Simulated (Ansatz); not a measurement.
# [SiH3O4]− (SMILES [O-][Si](O)(O)O): B3LYP/6-31G(d) (spherical functions)

What is the energy change on altering one bond length of [SiH3O4]− at B3LYP/6-31G* (spherical functions)? 

Program for the calculation: Ansatz 0.2.0.

13 further runs of the same task are left out: 10 that didn't finish, 3 set aside as unsound or not needed. Runs told in other sessions of the task aren't counted.

**1. The structure to begin with**

[SiH3O4]− has 8 atoms, charge -1, and is taken as a singlet. SMILES: `[O-][Si](O)(O)O`. The coordinates come from a PBE0-D4/def2-TZVPD relaxation. This is one conformer, not always the lowest.

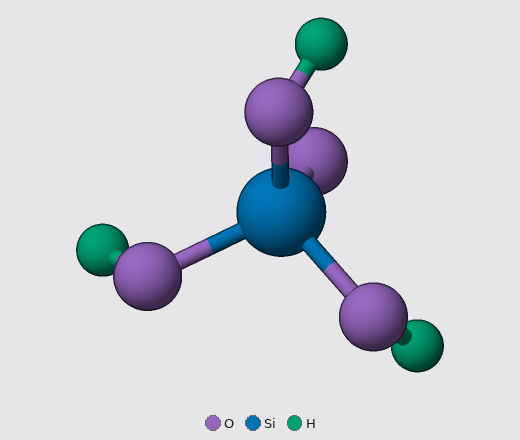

Viewed from a chosen angle; oxygen purple, silicon blue, hydrogen teal.

**2. The energy at B3LYP/6-31G(d) (spherical functions)**

Contents of run.yaml:

```yaml
crystal:
  periodic: [false, false, false]
  atoms:
    - {symbol: O, position_ang: [-1.413500, 0.197800, 0.825000]}
    - {symbol: Si, position_ang: [-0.078000, 0.010900, 0.045600]}
    - {symbol: O, position_ang: [1.319300, 0.127500, 0.978800]}
    - {symbol: O, position_ang: [0.191900, 1.122100, -1.191000]}
    - {symbol: O, position_ang: [0.099000, -1.475100, -0.727300]}
    - {symbol: H, position_ang: [1.074100, 0.563800, 1.796600]}
    - {symbol: H, position_ang: [-0.653700, 1.525800, -1.393900]}
    - {symbol: H, position_ang: [-0.539100, -2.072800, -0.333900]}
basis:
  gaussian:
    orbitals: 6-31G_st_-spherical.json
total_charge: -1
hamiltonian:
  xc: {name: B3LYP}
accuracy: high
output:
  orbitals: {seedname: orbitals}
```

The basis set 6-31G* is read from a file made from the Basis Set Exchange's data (not shown).

Command:

```bash
$ ansatz run run.yaml --threads 1 --pin off --max-ram 2610MiB --events-out events.jsonl --progress --plain --runs-dir runs
```

The log of the run:

```text
Warning: RAYON_NUM_THREADS=1 ignored (pool sized by the plan → 1); use --threads N
Functional definition: B3LYP
  name "B3LYP"
  parameter a0 = 0.2
  parameter ax = 0.72
  parameter ac = 0.81
  exchange = (1 - a0 - ax)*slater_x + ax*b88_x + a0*exact_x
  correlation = (1 - ac)*vwn_rpa_c + ac*lyp_c
1756 factors; integrals over basis functions are off by at most 3.6e-9 eV
mean field evaluation 1: about -16111.5052 eV, gradient 6.6e1 eV
mean field evaluation 2: about -16096.0105 eV, gradient 1.1e2 eV
mean field evaluation 4: about -16119.1060 eV, gradient 2.8e0 eV
mean field evaluation 8: about -16119.3319 eV, gradient 2.5e-1 eV
mean field evaluation 16: about -16119.3320 eV, gradient 1.2e-5 eV
mean field -16119.33201060 eV, -592.3745253140 hartree, gradient 3.9e-8 eV, S^2 0.000000; 0 other end points of the search recorded, 0 dependent functions left out
reference -16119.33204814 eV, -592.3745266934 hartree; 25, 25 occupied and 55, 55 virtual orbitals, 1756 factors
Total energy: -16119.33204814 eV, -592.3745266934 hartree
```

Run time: 6.9 s. Hardware: 1 thread of Arm Neoverse V2, shared host; peak memory 0.26 GiB.

**3. The distorted shape, same level**

Contents of input.yaml:

```yaml
crystal:
  periodic: [false, false, false]
  atoms:
    - {symbol: O, position_ang: [-1.623130, 0.180307, 0.684997]}
    - {symbol: Si, position_ang: [-0.287630, -0.006593, -0.094403]}
    - {symbol: O, position_ang: [1.319300, 0.127500, 0.978800]}
    - {symbol: O, position_ang: [-0.017730, 1.104607, -1.331003]}
    - {symbol: O, position_ang: [-0.110630, -1.492593, -0.867303]}
    - {symbol: H, position_ang: [1.074100, 0.563800, 1.796600]}
    - {symbol: H, position_ang: [-0.863330, 1.508307, -1.533903]}
    - {symbol: H, position_ang: [-0.748730, -2.090293, -0.473903]}
basis:
  gaussian:
    orbitals: 6-31G_st_-spherical.json
hamiltonian:
  xc: {name: B3LYP}
output: {orbitals: {seedname: orbitals}}
total_charge: -1
accuracy: high
```

The basis set 6-31G* is read from a file made from the Basis Set Exchange's data (not shown).

Command:

```bash
$ ansatz run input.yaml --threads 1 --pin off --max-ram 2610MiB --events-out events.jsonl --progress --plain --runs-dir runs
```

The log of the run (excerpt; [...] marks lines left out):

```text
Warning: RAYON_NUM_THREADS=1 ignored (pool sized by the plan → 1); use --threads N
[... 7 set-up lines as earlier in the session ...]
1747 factors; integrals over basis functions are off by at most 3.4e-9 eV
mean field evaluation 1: about -16110.9737 eV, gradient 6.6e1 eV
mean field evaluation 2: about -16094.4248 eV, gradient 1.1e2 eV
mean field evaluation 4: about -16118.6545 eV, gradient 3.3e0 eV
mean field evaluation 8: about -16118.8806 eV, gradient 4.5e-1 eV
mean field evaluation 16: about -16118.8810 eV, gradient 3.5e-5 eV
mean field -16118.88098274 eV, -592.3579503458 hartree, gradient 1.7e-8 eV, S^2 0.000000; 0 other end points of the search recorded, 0 dependent functions left out
reference -16118.88102042 eV, -592.3579517306 hartree; 25, 25 occupied and 55, 55 virtual orbitals, 1747 factors
Total energy: -16118.88102042 eV, -592.3579517306 hartree
```

Run time: 7.2 s. Hardware: 1 thread of Arm Neoverse V2, shared host; peak memory 0.26 GiB.

**4. What came out**

At B3LYP/6-31G* (spherical functions):

```
                                                              quantity          value
                                             first shape: total energy  -592.37453 Eh
                                              first shape: HOMO energy       -0.71 eV
                                              first shape: LUMO energy        6.32 eV
    first shape: HOMO–LUMO gap (to an unbound level, set by the basis)        7.03 eV
                                         distorted shape: total energy  -592.35795 Eh
                                          distorted shape: HOMO energy       -1.02 eV
                                          distorted shape: LUMO energy        6.00 eV
distorted shape: HOMO–LUMO gap (to an unbound level, set by the basis)        7.01 eV
    energy change with the Si2–O3 bond stretched from 1.684 to 1.937 Å       0.451 eV
```

With the Si2–O3 bond stretched from 1.684 to 1.937 Å the energy rises by 0.45 eV (10.4 kcal/mol). The first shape isn't relaxed at this level, so the change isn't measured from a minimum.
